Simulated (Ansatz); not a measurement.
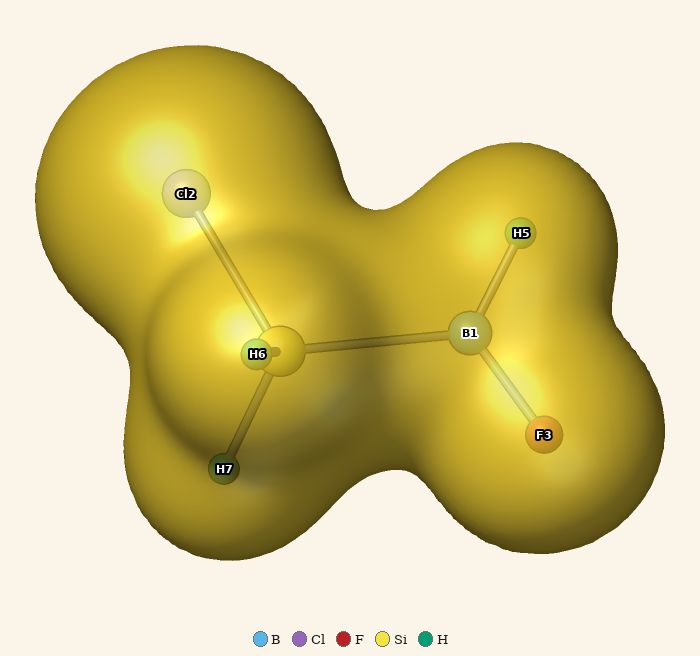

Figure 1: BClFH3Si (SMILES FB[SiH2]Cl). Isosurface of the electron density at 0.05 e/Å³ (yellow), seen at a tilt.

Geometry: PBE0-D3(BJ)/def2-SVP.

Method: isolated molecule in a Gaussian basis; Kohn-Sham density functional theory, functional PBE0 in Ansatz 0.2.0.

```xyz
7

B    -1.6669    2.4363    1.2543
Cl   -1.2081   -0.3858    2.9755
F    -1.7495    3.1182    0.1266
Si   -0.6610    0.6642    1.2674
H    -2.1863    2.9224    2.2360
H     0.8157    0.8961    1.3114
H    -0.9680   -0.1792    0.0741
```

**What does this surface tell about the bonding?**

At this value the surface is in one piece. It bridges the sampled B–F (1.32 Å), Si–B (2.04 Å), Si–Cl (2.08 Å) and B–H (1.21 Å) contacts, where the density stays above the isovalue. On the grid the lowest density along these lines, outside the cores, is 1.5 e/Å³ (B–F, 1.32 Å), 0.76 e/Å³ (Si–B, 2.04 Å), 0.64 e/Å³ (Si–Cl, 2.08 Å) and 1.2 e/Å³ (B–H, 1.21 Å).
